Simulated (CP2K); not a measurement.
**PM6 run of SiN2H4 (Si(NH2)2)**

Aim: the energy difference between two shapes of SiN2H4 (Si(NH2)2) at PM6, from 2 runs. 

Program for the calculation: CP2K 2026.2.

2 further runs of the same task are left out: 1 that didn't finish, 1 set aside as unsound or not needed.

## (1) The system as given

The species is SiN2H4 (7 atoms), meant as a singlet with charge 0. As SMILES, `N[Si]N`. The coordinates come from a GFN2-xTB relaxation. This is one conformer, not always the lowest.

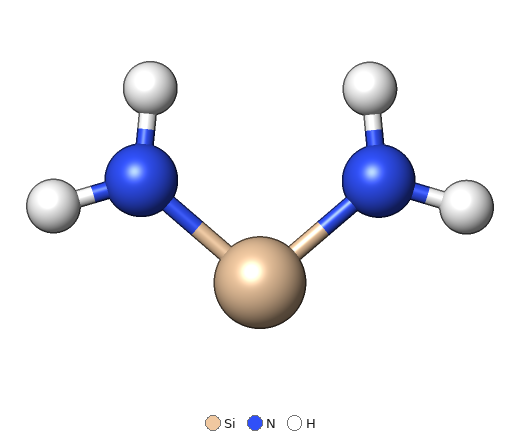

Viewed from a chosen angle; silicon light orange, nitrogen blue, hydrogen white.

## (2) Energy and gradient at PM6

Contents of qs.inp:

```
&GLOBAL
  PROJECT_NAME qs
  RUN_TYPE ENERGY_FORCE
  PRINT_LEVEL MEDIUM
&END

&FORCE_EVAL
  METHOD Quickstep
  &DFT
    &QS
      METHOD PM6
      EPS_DEFAULT 1.0E-10
      &SE
        &COULOMB
          CUTOFF [angstrom] 50
          RC_RANGE [angstrom] 0
        &END
        &EXCHANGE
          CUTOFF [angstrom] 50
          RC_RANGE [angstrom] 0
        &END
      &END
    &END
    &POISSON
      PERIODIC NONE
      POISSON_SOLVER ANALYTIC
    &END
    &SCF
      SCF_GUESS ATOMIC
      EPS_SCF 1.0E-07
      MAX_SCF 30
      &OT
        MINIMIZER DIIS
        PRECONDITIONER FULL_ALL
      &END
      &OUTER_SCF
        EPS_SCF 1.0E-07
        MAX_SCF 10
      &END
    &END
    &PRINT
      &MOMENTS
        PERIODIC F
        REFERENCE COM
        MAX_MOMENT 1
      &END
      &MO_CUBES
        NLUMO 5
        NHOMO -1
        WRITE_CUBE F
      &END
      &HIRSHFELD OFF
      &END
    &END
  &END
  &SUBSYS
    &CELL
      ABC 16.5 13.6 13.4
      PERIODIC NONE
    &END
    &COORD
      Si     0.009630     0.880650    -0.762080
      N      1.303790     0.016250    -0.035980
      H      2.268610     0.210470    -0.236220
      H      1.196400    -0.748430     0.617520
      N     -1.302450     0.053850    -0.024690
      H     -2.263120     0.292130    -0.197200
      H     -1.212860    -0.704930     0.638650
    &END
    &TOPOLOGY
      &CENTER_COORDINATES
      &END
    &END
  &END
  &PRINT
    &FORCES ON
    &END
  &END
&END
```

The run is started by

```sh
OMP_NUM_THREADS=1 cp2k.psmp -i qs.inp -o qs.out
```

What it wrote, shortened:

```text
CP2K| version string:                                       CP2K version 2026.2
[...]
 GLOBAL| Method name                                                        CP2K
[...]
 GLOBAL| Run type                                                   ENERGY_FORCE
[...]
                             - Atoms:                                          7
[...]
                             - Spherical basis functions:                     21
[...]
 Number of electrons:                                                         18
[...]
     1 OT DIIS     0.15E+00    0.0     0.31463104       -14.3190330800 -1.43E+01
[...]
    11 OT DIIS     0.15E+00    0.0     0.00000002       -17.8505339724 -4.30E-13
  *** SCF run converged in    11 steps ***
  Core-core repulsion energy [eV]:                            774.73044531625885
  Core Hamiltonian energy [eV]:                              -789.76198040121517
  Two-electron integral energy [eV]:                         -941.41239376738531
  Electronic energy [eV]:                                   -1260.46817728490782
  Total energy [eV]:                                         -485.73773196864892
  Atomic reference energy [eV]:                               486.85693568802742
  Heat of formation [kcal/mol]:                                25.80945294924484
[...]
 SE_DIPOLE| Moment [Debye]          0.01688856       1.40455481      -1.21497479
 SE_DIPOLE| Derivative [a.u.]       0.00000000       0.00000000       0.00000000
 *** WARNING in qs_scf_post_se.F:140 :: Printing of MO cube files not ***
 *** implemented for Semi-Empirical method.                           ***
 ENERGY| Total FORCE_EVAL ( QS ) energy [hartree]            -17.850533972443127
 FORCES| Atomic forces [hartree/bohr]
 FORCES|   Atom     x               y               z               |f|
 FORCES|      1  1.34894978E-04  1.23479744E-02 -1.06716281E-02   1.63209778E-02
 FORCES|      2  2.23295488E-02 -4.46253150E-03  2.72991725E-03   2.29341532E-02
 FORCES|      3  5.91624936E-03 -3.07497003E-03  2.76955224E-03   7.21996308E-03
 FORCES|      4  8.59811392E-03  6.89301436E-04 -4.73683512E-04   8.63869640E-03
 FORCES|      5 -2.27733426E-02 -3.23766118E-03  3.91718973E-03   2.33334943E-02
 FORCES|      6 -5.78421475E-03 -3.04882621E-03  2.51726871E-03   7.00636306E-03
 FORCES|      7 -8.42124972E-03  7.86713048E-04 -7.88616343E-04   8.49460299E-03
 FORCES| Sum     2.08166817E-16  1.11022302E-16  2.77555756E-16
 FORCES| Total atomic force                                       3.64275408E-16
[...]
```

Run time: 0.86 s. Hardware: 1 thread of Arm Neoverse N1, shared host; peak memory 0.14 GiB.

## (3) The distorted shape

Contents of calc.inp:

```
&GLOBAL
 PROJECT calc
 RUN_TYPE ENERGY_FORCE
 PRINT_LEVEL MEDIUM
&END
&FORCE_EVAL
 METHOD QUICKSTEP
 &DFT
  CHARGE 0
  MULTIPLICITY 1
  # Quickstep
  &QS
   METHOD PM6
   EPS_DEFAULT 1.0E-10
   &SE
    &COULOMB
     CUTOFF [angstrom] 50
     RC_RANGE [angstrom] 0
    &END
    &EXCHANGE
     CUTOFF [angstrom] 50
     RC_RANGE [angstrom] 0
    &END
   &END
  &END
  # cluster boundary conditions
  &POISSON
   PERIODIC NONE
   POISSON_SOLVER ANALYTIC
  &END
  &SCF
   SCF_GUESS ATOMIC
   EPS_SCF 1.0E-07
   MAX_SCF 30
   &OT ON
    MINIMIZER DIIS
    PRECONDITIONER FULL_ALL
   &END
   &OUTER_SCF
    EPS_SCF 1.0E-07
    MAX_SCF 10
   &END
  &END
  &PRINT
   &MOMENTS
    PERIODIC F
    REFERENCE COM
    MAX_MOMENT 1
   &END
   &MO_CUBES
    NLUMO 5
    NHOMO -1
    WRITE_CUBE F
   &END
   &HIRSHFELD OFF
   &END
  &END
 &END
 # structure
 &SUBSYS
  # vacuum box
  &CELL
   ABC [angstrom] 16.5 13.6 13.5
   PERIODIC NONE
  &END
  &COORD
   Si     0.041263     0.857850    -0.780030
   N      1.284145    -0.015991    -0.037903
   H      2.240287     0.243800    -0.214886
   H      1.180428    -0.744570     0.636241
   N     -1.331835     0.053537    -0.063954
   H     -2.267093     0.328256    -0.204261
   H     -1.206028    -0.710761     0.671120
  &END
  &TOPOLOGY
   &CENTER_COORDINATES
   &END
  &END
 &END
 # extra output
 &PRINT
  &FORCES ON
  &END
 &END
&END
```

The run is started by

```sh
OMP_NUM_THREADS=1 cp2k.psmp -i calc.inp -o calc.out
```

What it wrote, shortened:

```text
CP2K| version string:                                       CP2K version 2026.2
[...]
 GLOBAL| Method name                                                        CP2K
[...]
 GLOBAL| Run type                                                   ENERGY_FORCE
[...]
                             - Atoms:                                          7
[...]
                             - Spherical basis functions:                     21
[...]
 Number of electrons:                                                         18
[...]
     1 OT DIIS     0.15E+00    0.0     0.31852170       -14.3174239247 -1.43E+01
[...]
    12 OT DIIS     0.15E+00    0.0     0.00000009       -17.8467685433 -3.86E-12
  *** SCF run converged in    12 steps ***
  Core-core repulsion energy [eV]:                            773.48228757832010
  Core Hamiltonian energy [eV]:                              -789.79528199641436
  Two-electron integral energy [eV]:                         -938.64455002344027
  Electronic energy [eV]:                                   -1259.11755700813455
  Total energy [eV]:                                         -485.63526942981440
  Atomic reference energy [eV]:                               486.85693568802742
  Heat of formation [kcal/mol]:                                28.17229541422356
[...]
 SE_DIPOLE| Moment [Debye]         -0.16311630       1.19413450      -1.49533933
 SE_DIPOLE| Derivative [a.u.]       0.00000000       0.00000000       0.00000000
[...]
 ENERGY| Total FORCE_EVAL ( QS ) energy [hartree]            -17.846768543262154
 FORCES| Atomic forces [hartree/bohr]
 FORCES|   Atom     x               y               z               |f|
 FORCES|      1 -2.53230753E-02  1.17434374E-02 -1.28396762E-02   3.07249695E-02
 FORCES|      2  3.07014455E-02 -3.82329895E-03  6.42019455E-03   3.15977098E-02
 FORCES|      3  8.59917033E-03 -5.56490562E-03  3.77403989E-03   1.09159187E-02
 FORCES|      4  1.01697137E-02 -5.59535699E-03  3.52021715E-03   1.21294280E-02
 FORCES|      5  4.33311846E-03 -1.28708993E-02  1.65006562E-02   2.13707188E-02
 FORCES|      6 -1.41369683E-02 -3.65820187E-03  2.92913340E-03   1.48934930E-02
 FORCES|      7 -1.43434043E-02  1.97692254E-02 -2.03045649E-02   3.17620981E-02
 FORCES| Sum    -4.09394740E-16  1.66533454E-16 -1.73472348E-16
 FORCES| Total atomic force                                       4.74794798E-16
[...]
```

Run time: 0.84 s. Hardware: 1 thread of Arm Neoverse N1, shared host; peak memory 0.14 GiB.

## (4) Summary of results

At PM6:

```
                                                  quantity          value
                                 first shape: total energy   -17.85053 Eh
                                first shape: dipole moment         1.86 D
    first shape: heat of formation at this unrelaxed shape  25.8 kcal/mol
                     first shape: largest force on an atom     1.200 eV/Å
                             distorted shape: total energy   -17.84677 Eh
                            distorted shape: dipole moment         1.92 D
distorted shape: heat of formation at this unrelaxed shape  28.2 kcal/mol
                 distorted shape: largest force on an atom     1.633 eV/Å
                    energy change with the atoms displaced       0.102 eV
```

With the atoms displaced the energy rises by 0.10 eV (9.9 kJ/mol). The first shape isn't relaxed at this level, so the change isn't measured from a minimum. The largest force (first shape) is 1.20 eV/Å: the shape isn't a stationary point for this species at this level.
